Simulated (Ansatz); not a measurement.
Fields on a plane of W (fcc, Cu type)

```
CELL_PARAMETERS angstrom
      0.00000     1.98588     1.98588
      1.98588     0.00000     1.98588
      1.98588     1.98588     0.00000
ATOMIC_POSITIONS crystal
  W  0.00000 0.00000 0.00000
```

The slice is a {111} plane (indices of the conventional cell) through the point (0.000, 0.000, 0.000) (fractional), spanned by u = [100] and v = [-1 2 0] in vectors of this cell: u (2.81 Å) and v (4.86 Å, at 90° to u). It covers one period; positions are fractions (u, v).

Atoms on it: W at (0.00, 0.00); W at (0.50, 0.50).

Computed with LDA (plane waves to 420 eV, PAW, scalar-relativistic; Ansatz, a quantum-chemistry and plane-wave program). k mesh 20×20×20. These are valence fields of a PAW run, semicore shells included where kept as valence: close to a nucleus they are smooth pseudo fields. Spin-orbit coupling is left out, though W is heavy. This is one of several known forms of W; the measured ambient cells at hand have space group No. 229. W is run without spin polarisation. W was relaxed with its symmetry unable to fall.

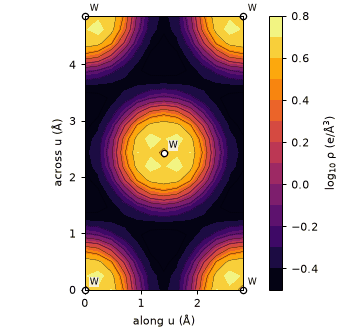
Figure. Log₁₀ of the valence density in e/Å³, one period of the plane, atoms marked. The scale is logarithmic, as a density can span decades between atoms and voids.

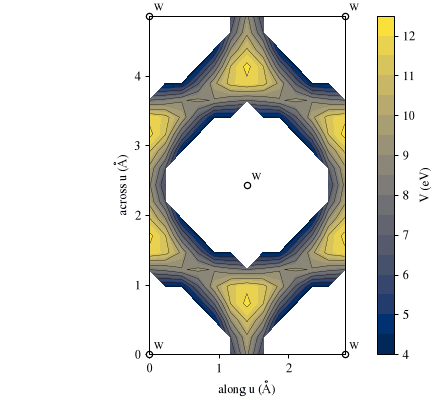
Figure. Electrostatic potential energy of an electron, from the cell's mean, in eV, one period of the plane, atoms marked. Points within 1 Å of a nucleus are left white, as the pseudised field means little there. Values under 4 eV are set to 4. The zero, the cell's mean, hangs on the PAW cores.

The density on the W–W line (2.81 Å) at its midpoint is 0.37 e/Å³ and the ELF at that point is 0.36.
